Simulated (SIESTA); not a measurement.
Band structure of NbZn3Ga3 (R-3m, 7 atoms in the cell).

```
Nb(ZnGa)3
1.0
    2.70302     1.56059     4.64348
   -2.70302     1.56059     4.64348
    0.00000    -3.12118     4.64348
Nb Zn Ga
1 3 3
Direct
  0.00000   0.00000   0.00000
  0.50000   0.00000   0.00000
  0.00000   0.50000   0.00000
  0.00000   0.00000   0.50000
  0.00000   0.50000   0.50000
  0.50000   0.00000   0.50000
  0.50000   0.50000   0.00000
```

Computed with GGA PBEsol, numerical atomic orbitals DZP, PseudoDojo PBEsol standard norm-conserving potentials (rewritten from UPF to PSML) (SIESTA).

Settings: XC.functional = GGA; XC.authors = PBEsol; potentials = PseudoDojo PBEsol standard; PAO.BasisSize = DZP; PAO.EnergyShift = 0.01 Ry; MeshCutoff = 400 Ry; kgrid.MonkhorstPack = 5 5 5 shifted by 0.5 0.5 0.5; OccupationFunction = FD; ElectronicTemperature = 0.1 eV; MaxSCFIterations = 150; SCF.Mixer.Method = Broyden; SCF.Mixer.Weight = 0.25; SCF.Mixer.History = 8; SCF.DM.Tolerance = 1.0E-04.

The starting cell comes from a database of computed structures (which also holds hypothetical and non-ambient phases and stackings), without a prior relaxation at this level. Spin polarisation is off. Values carry the incompleteness of an atom-centred basis.

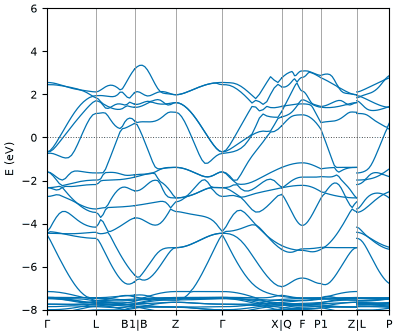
*Bands along the path, energies from the Fermi level.*

Levels in eV from the Fermi level, bands 53 to 58:
```json
[
 {"point": "Γ", "53": "-2.33", "54": "-2.33", "55": "-1.59", "56": "-1.59", "57": "-0.74", "58": "-0.67"},
 {"point": "L", "53": "-3.32", "54": "-2.19", "55": "-1.98", "56": "-1.65", "57": "1.12", "58": "1.71"},
 {"point": "B1", "53": "-2.47", "54": "-1.84", "55": "-1.73", "56": "0.65", "57": "0.78", "58": "1.40"},
 {"point": "Z", "53": "-2.81", "54": "-2.81", "55": "-1.39", "56": "-1.39", "57": "1.17", "58": "1.62"},
 {"point": "X", "53": "-2.34", "54": "-2.31", "55": "-1.39", "56": "0.54", "57": "0.96", "58": "1.20"},
 {"point": "F", "53": "-2.22", "54": "-1.84", "55": "-1.18", "56": "1.05", "57": "1.56", "58": "1.75"},
 {"point": "P1", "53": "-2.52", "54": "-1.82", "55": "-1.45", "56": "0.38", "57": "0.69", "58": "1.41"},
 {"point": "P", "53": "-2.52", "54": "-1.82", "55": "-1.45", "56": "0.38", "57": "0.69", "58": "1.41"}
]
```

Bands cross the Fermi level along this path, so the cell is metallic at this level.

Higher empty bands are left out: an atom-centred basis made for the valence describes them poorly.
